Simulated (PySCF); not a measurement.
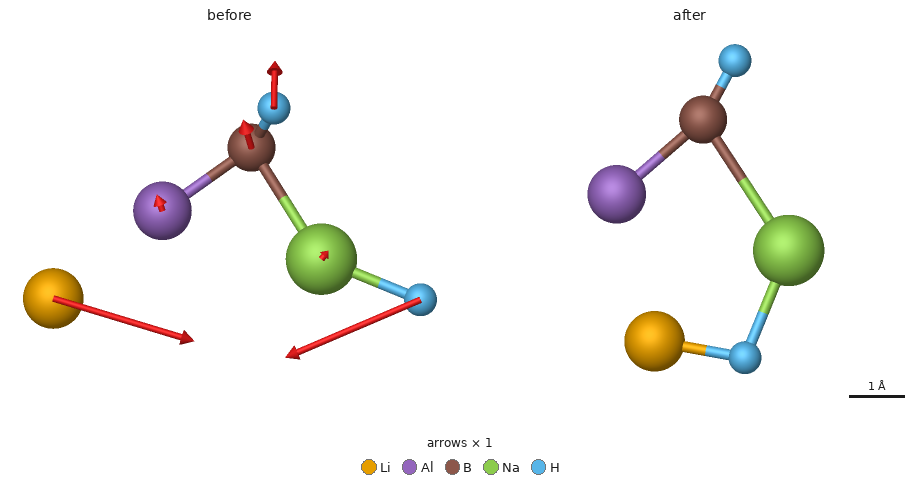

The structure of NaLiAlBH2 before (left) and after (right) a relaxation, at one scale. The red arrows give the displacements, at their true length.

A ball-and-stick model, seen face on.

It is one of the separated reactants of a reaction.

Method: PySCF, RKS PBE-D4/def2-SVP, density fitting. 

### Summarise the run.

The largest moves after the best rigid fit, 2.70 Å, are those of Li and H atoms. By element the largest moves are Li 2.70 Å, H 2.69 Å, B 0.66 Å, Al 0.33 Å, Na 0.21 Å. Among the contacts that change: H–Li 6.725 → 1.702 Å, Li–Na 4.956 → 2.960 Å, B–Na 2.561 → 2.902 Å, Al–Li 2.582 → 2.808 Å. New bonds form, among them: H–Li (6.73 → 1.70 Å). Among the angles between lasting bonds that change: Al–B–H 121.9° → 158.9°, Na–B–H 93.1° → 118.2°, B–Na–H 143.0° → 124.7°. After 89 geometry steps the energy has fallen by 2.030 eV.
